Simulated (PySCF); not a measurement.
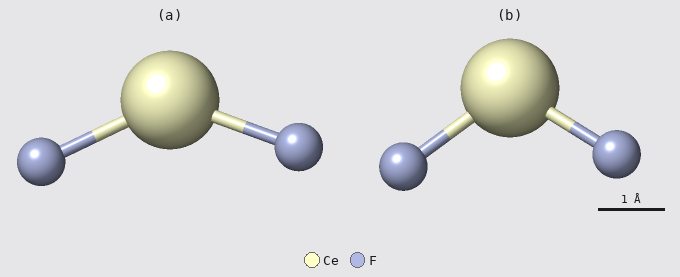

The structure of CeF2 (charge +1) before (left) and after (right) a relaxation, at one scale.

Style: ball-and-stick. Shown at a tilt.

Theory: RKS PBE0, Ce lcecp-1-SVP with ECP47, F def2-SVP; non-relativistic Hamiltonian with scalar-relativistic core potentials; density fitting in PySCF 2.14.0. (symmetry kept (C2v))

> What changed between the two?

The energy falls by 12.0 kcal/mol in 6 geometry steps. The largest force component goes from 2.5 to 0.00087 eV/Å. The largest moves after the best rigid fit, 0.36 Å, are those of F atoms. By element the largest moves are F 0.36 Å, Ce 0.20 Å. Among the contacts that change: Ce–F 2.174 → 2.023 Å. Bond angles that change, for instance: F–Ce–F 131.8° → 108.5°.
